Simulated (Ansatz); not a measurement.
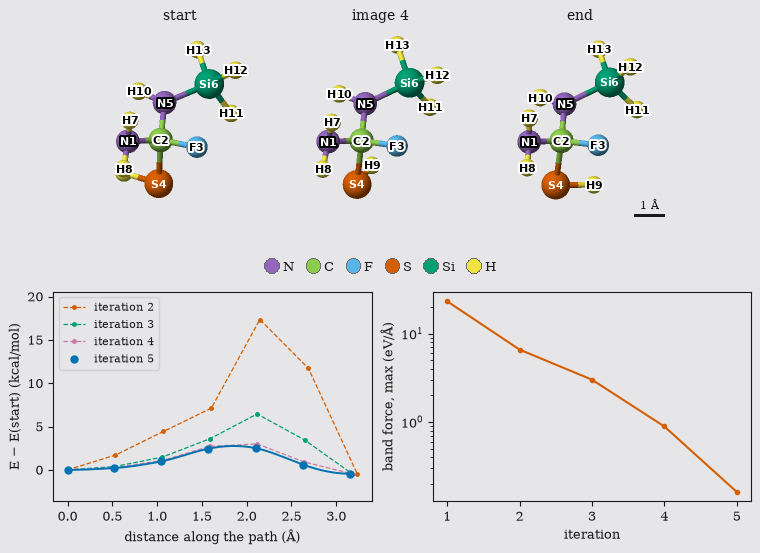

A search for the minimum-energy path of CH₇FN₂SSi by the nudged elastic band. Images are numbered from 0 (start) to 6 (end). The plot follows the band through its iterations. The picture is a ball-and-stick view, seen from a free direction.

Method: RKS PBE/def2-SVP (Ansatz). Run with 5 movable images; climbing image; force threshold 0.2 eV/Å; iteration limit 60; starting path through a guess of the saddle point.

How did the profile develop, and is the result final?

Answer. The run is converged, with reservations. The band converged in 5 iterations. The largest component of the band force went from 23 to 0.16 eV/Å. The climbing image converged on the top of the path. Its curvatures weren't checked. The force threshold is loose. The first iteration put the highest image at 86.47 kcal/mol. The highest point, image 4, lies 2.51 kcal/mol above the start and 2.95 kcal/mol above the end; the end is at −0.44 kcal/mol relative to the start.
